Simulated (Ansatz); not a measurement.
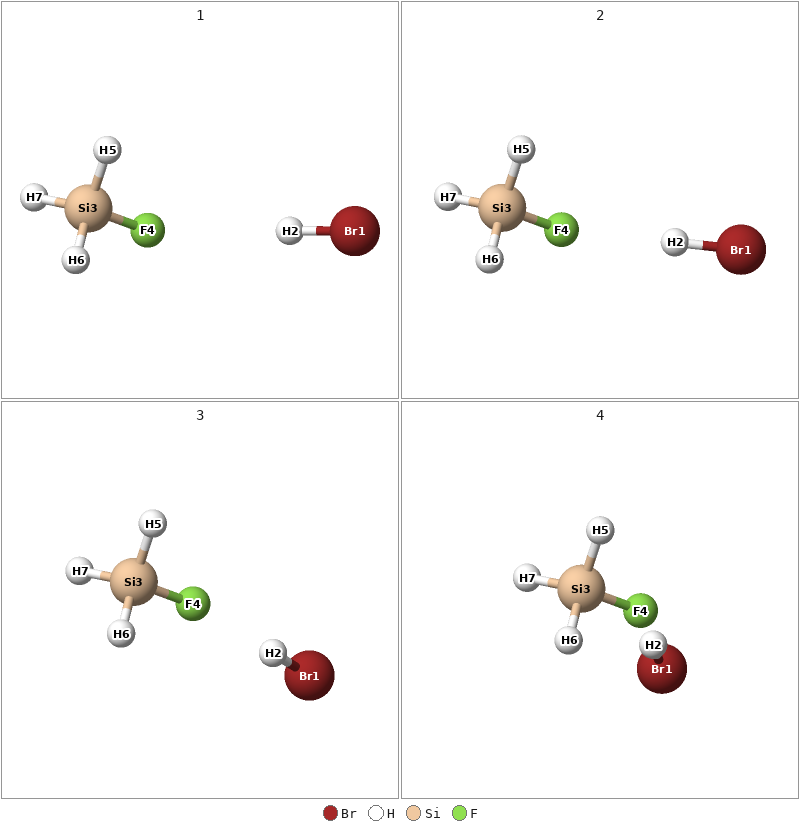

The pair BrH···FH₃Si. The turn is about an axis along (−0.45, −0.89, 0.11) in the frame of the relaxed pair, normal to the line between the partners. The first coordinate is: distance F4···Br1; the second: turn of Br1, H2 about F4. Grid: 15 × 15 points. Points are written as (first, second). All energies are given in cm⁻¹ relative to the lowest grid point. Level of theory: RHF/def2-SVPD (Ansatz).

The numbered pictures are structures from this grid.

### Rank them by energy, lowest first.

2, at (3.830 Å, −34.3°): 99 cm⁻¹; 4, at (3.418 Å, 42.9°): 233 cm⁻¹; 3, at (4.499 Å, 17.1°): 341 cm⁻¹; 1, at (4.499 Å, −51.4°): 433 cm⁻¹.

The map, with the structures marked:

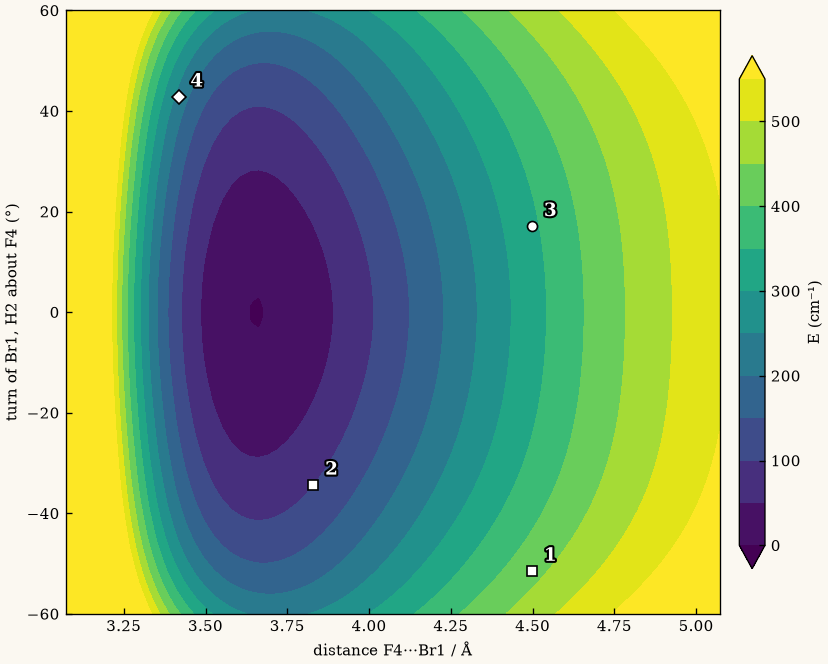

In the figure: filled contours, one colour for all values above the top of the scale. Between grid points the surface is interpolated.
